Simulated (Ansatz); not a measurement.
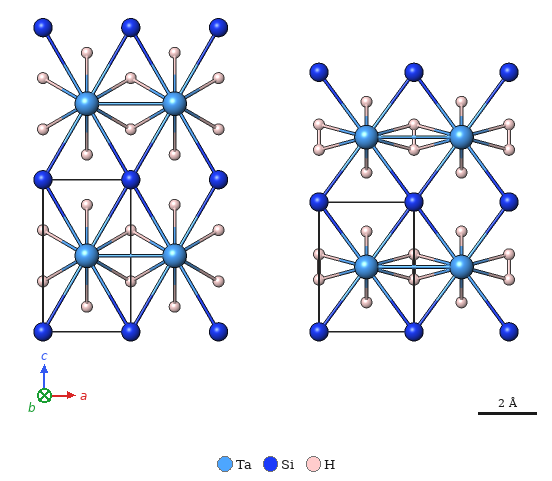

Two geometries of crystalline TaSiH₄ (a generated structure, set up in Pmmm) (coarse preliminary run), drawn at one scale. One is the start of a relaxation, the other its converged end. The picture is a ball-and-stick view of the cell of the calculation, repeated 2 × 1 × 2 with one cell outlined, seen along the b axis.

The calculation used DFT PBE, scalar-relativistic, plane waves, PAW (Ansatz 0.2.0). (plane-wave cutoff 420 eV; k-point mesh 6 × 6 × 4; occupations gaussian; smearing width 0.1 eV; no spin polarisation; cell and atoms relaxed; force threshold 0.04 eV/Å; at most 70 steps)

**Which geometry has the lower energy?**

The right one is the relaxed one. The largest moves relative to the cell, 0.32 Å, are those of H atoms. Ta and Si stay in place. Cell: a 3.079 → 3.332 Å (+8.2 %), b 3.437 → 3.034 Å (−11.7 %), c 5.334 → 4.551 Å (−14.7 %). Volume −18.5 %. Among the contacts that change: H–H 1.797 → 0.890 Å, H–Ta 2.479 → 1.960 Å, Ta–Ta 3.437 → 3.034 Å, Si–Si 3.437 → 3.034 Å. Among the angles between lasting bonds that change: Ta–H–Ta 137.5° → 157.7°, Ta–H–Ta 76.9° → 93.0°, Ta–H–Ta 87.8° → 101.4°. The space group stays Pmmm (No. 47). Over 9 accepted moves (10 points after the start) the energy falls by 2.461 eV per cell of the calculation. The largest force component goes from 0.71 to 0.031 eV/Å. The pressure goes from −24.52 to −0.11 GPa. The SCF was repeated once at an unchanged geometry on a basis and grid sized afresh for the cell, which shifted the energy by 3.4 meV per cell of the calculation at most. Cost: 25 s on 1 thread of Arm Neoverse V2 (shared host), peak memory 0.35 GiB.
